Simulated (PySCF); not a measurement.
## A study: H10Si4, SMILES `[SiH3][SiH]([SiH3])[SiH3]`

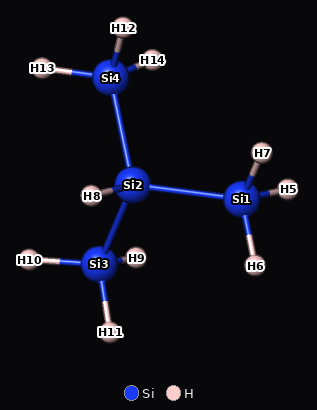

The molecule, with its atoms numbered as below. No frequency check shows the geometry to be a minimum.

Coordinates in Å:

```
Si1      2.2372   -0.1364   -0.1447
Si2      0.0025   -0.0004    0.4930
Si3     -1.2379   -1.8642   -0.1441
Si4     -1.0009    2.0011   -0.1439
H5       2.3631   -0.1332   -1.6049
H6       2.9008   -1.3558    0.3228
H7       3.0492    0.9820    0.3405
H8       0.0029   -0.0023    1.9774
H9      -1.3364   -1.9506   -1.6038
H10     -2.6134   -1.8466    0.3594
H11     -0.6555   -3.1311    0.3044
H12     -0.3373    3.1873    0.4020
H13     -2.4058    2.0968    0.2601
H14     -0.9802    2.1529   -1.6014
```

Part 1: Bonding charge

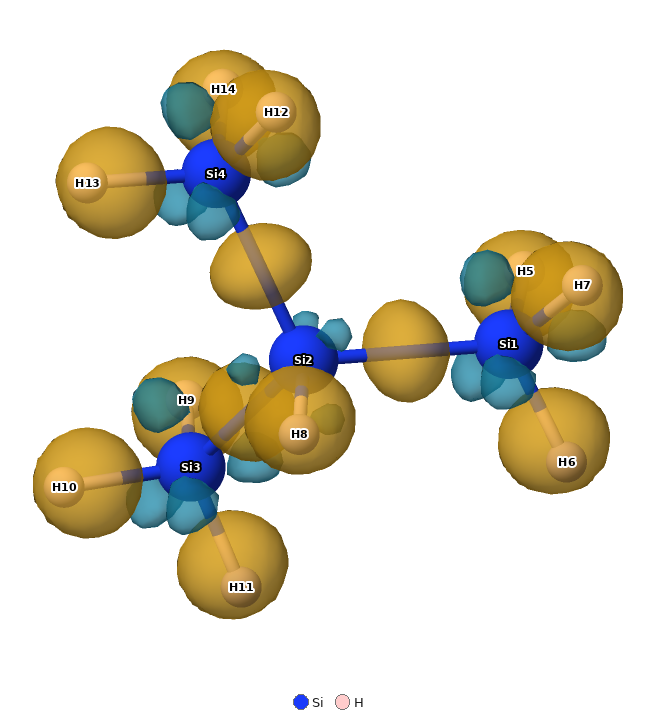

Deformation density (molecule less spherical, spin-averaged free atoms at the same positions), surfaces at ±0.09 e/Å³; yellow: gain, teal: loss.

Method: PBE/def2-TZVP; geometry: GFN2-xTB; program: PySCF.

> How much density has each bond gained at its critical point, relative to the free atoms?

The five largest and four smallest: Si2–Si4 and Si1–Si2: +0.22 e/Å³ at the bond critical point (bond length 2.33 Å, Mayer order 1.0). Si2–Si3: +0.22 e/Å³ at the bond critical point (bond length 2.33 Å, Mayer order 1.0). Si4–H12: +0.21 e/Å³ at the bond critical point (bond length 1.47 Å, Mayer order 0.9). Si3–H11: +0.21 e/Å³ at the bond critical point (bond length 1.47 Å, Mayer order 0.9). Si1–H6: +0.21 e/Å³ at the bond critical point (bond length 1.47 Å, Mayer order 0.9). Si4–H14: +0.21 e/Å³ at the bond critical point (bond length 1.47 Å, Mayer order 0.9). Si1–H5: +0.21 e/Å³ at the bond critical point (bond length 1.47 Å, Mayer order 0.9). Si3–H9: +0.21 e/Å³ at the bond critical point (bond length 1.47 Å, Mayer order 0.9). Si2–H8: +0.18 e/Å³ at the bond critical point (bond length 1.48 Å, Mayer order 0.9). In all, 3.1 electrons gather in the regions of gain relative to the promolecule.

> Where do the Hirshfeld charges lie?

The highest Hirshfeld charge is on Si1 and Si4 (+0.20 e), the lowest on H5 (−0.07 e).

| atom | charge (e) |
| --- | --- |
| Si1 | +0.20 |
| Si2 | +0.07 |
| Si3 | +0.20 |
| Si4 | +0.20 |
| H5 | −0.07 |
| H6 | −0.07 |
| H7 | −0.07 |
| H8 | −0.07 |
| H9 | −0.07 |
| H10 | −0.07 |
| H11 | −0.07 |
| H12 | −0.07 |
| H13 | −0.07 |
| H14 | −0.07 |

Part 2: Bond critical points

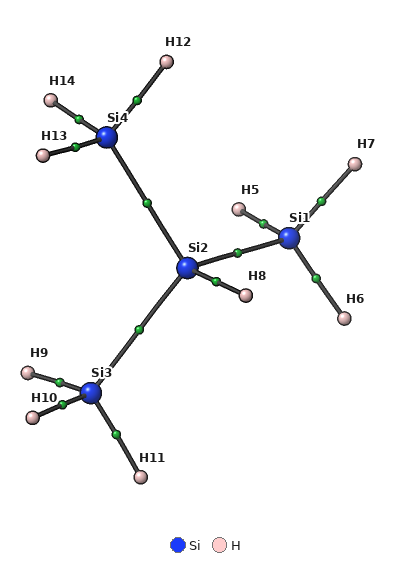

Molecular graph of the electron density (QTAIM): bond paths, bond critical points (green), ring points (magenta, if any); weak paths are dashed.

> How many critical points of each kind are there, and does the count close?

14 nuclei, 13 bond, 0 ring and 0 cage critical points: 14 − 13 + 0 − 0 = 1, as the Poincaré–Hopf relation requires.

> Give the properties at the bond critical points.

```tsv
bond	length (Å)	ρ (a.u.)	∇²ρ (a.u.)	ε	H (a.u.)
Si4–H12	1.465	0.122	+0.18	0.01	−0.075
Si3–H11	1.465	0.122	+0.18	0.01	−0.075
Si1–H6	1.465	0.122	+0.18	0.01	−0.075
Si1–H7	1.465	0.122	+0.18	0.01	−0.075
Si3–H10	1.465	0.122	+0.18	0.01	−0.075
Si4–H13	1.465	0.122	+0.18	0.01	−0.075
Si4–H14	1.466	0.122	+0.18	0.01	−0.075
Si1–H5	1.466	0.122	+0.18	0.01	−0.075
Si3–H9	1.466	0.122	+0.18	0.01	−0.075
Si2–H8	1.484	0.117	+0.16	0.00	−0.070
Si2–Si4 (2 alike)	2.328	0.090	−0.15	0.02	−0.045
Si2–Si3	2.328	0.090	−0.15	0.02	−0.045
```

> What kind of interaction is Si3–H9?

Polar or intermediate (positive Laplacian, negative energy density H): ρ = 0.122, ∇²ρ = +0.18, H = −0.075 a.u.

Part 3: Electrostatic potential

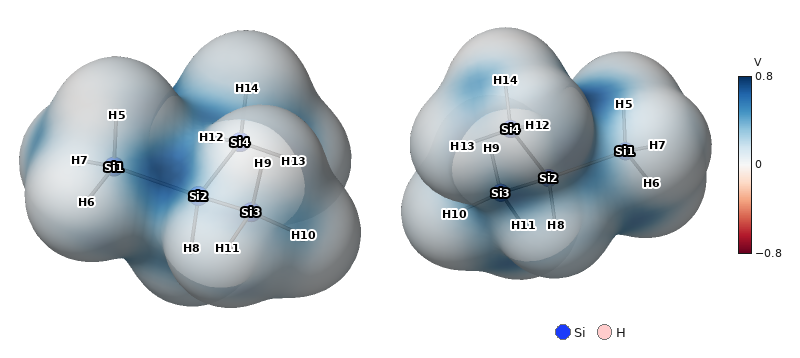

Electrostatic potential on the surface of electron density 0.001 a.u. (back view left, front view right).

> Where are the extremes of the potential on the surface?

Highest: 0.75 V, near H5 (2.34 Å), Si1 (2.35 Å), Si3 (2.39 Å), H6 (2.40 Å), H9 (2.40 Å) and H11 (2.42 Å), and at like points elsewhere. Further maxima include 0.59 V, near H10 (2.04 Å), Si3 (2.15 Å) and H11 (2.21 Å), and at like points elsewhere. Lowest: −0.01 V, 1.5 Å from H9, and at like points elsewhere. The surface is sampled at points, so like sites can differ by a few per cent and only the strongest of them is named.

Part 4: In an electric field

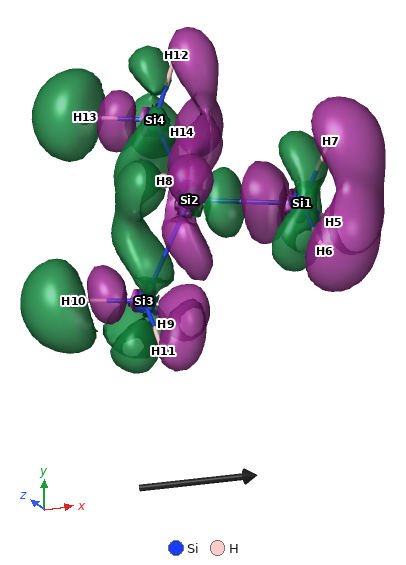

Change of the electron density in a uniform field of 0.21 V/Å along +x (arrow), surfaces at ±0.0015 e/Å³ (green: gain, purple: loss).

Level of theory: PBE/def2-TZVP (PySCF), at a geometry from GFN2-xTB. A basis without diffuse functions makes polarisabilities too small.

> What dipole is induced, and what polarisability does it imply?

The induced dipole is 1.38 D (along the field); α along this axis, from the fields in both directions, is 136 bohr³ (20.1 Å³).

> Which atoms gain and lose the most charge?

Electrons gather most on H10 (Hirshfeld charge changes by −0.013 e) and leave Si1 most (+0.013 e); 0.098 electrons are displaced in all.

The PySCF runs shown took 26 s and 61 s on 1 thread of AMD EPYC 7B13 (Zen 3) (shared host).
